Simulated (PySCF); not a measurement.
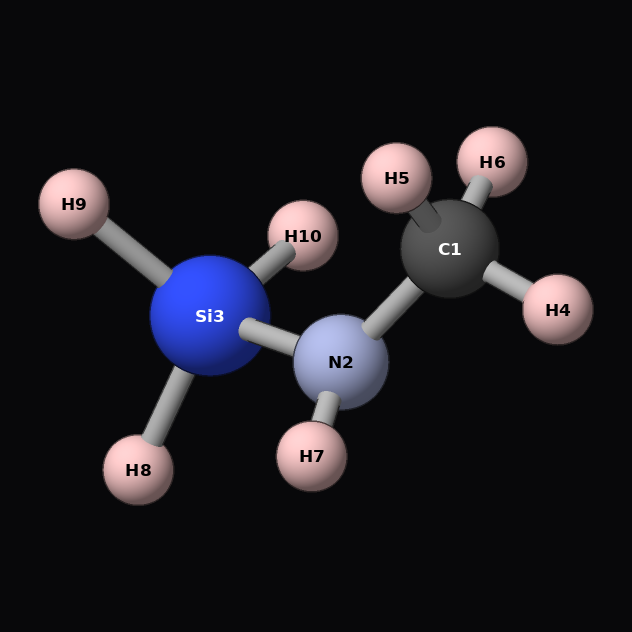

The computed structure is the end point of a PBE0-D3(BJ)/def2-SVP optimisation. No frequency run is at hand to confirm it as a minimum. Properties computed with GIAO KT2/pcSseg-2 NMR shielding, non-relativistic, gas phase (PySCF 2.14.0). Principal shieldings σ11 ≤ σ22 ≤ σ33, span Ω = σ33 − σ11, skew κ = 3(σiso − σ22)/Ω.

Give the shielding tensors of the Si atoms.

```
atom    σ11    σ22    σ33   σiso      Ω     κ
 Si3  352.7  373.2  487.0  404.3  134.3  0.70
```

Shieldings and span in ppm.
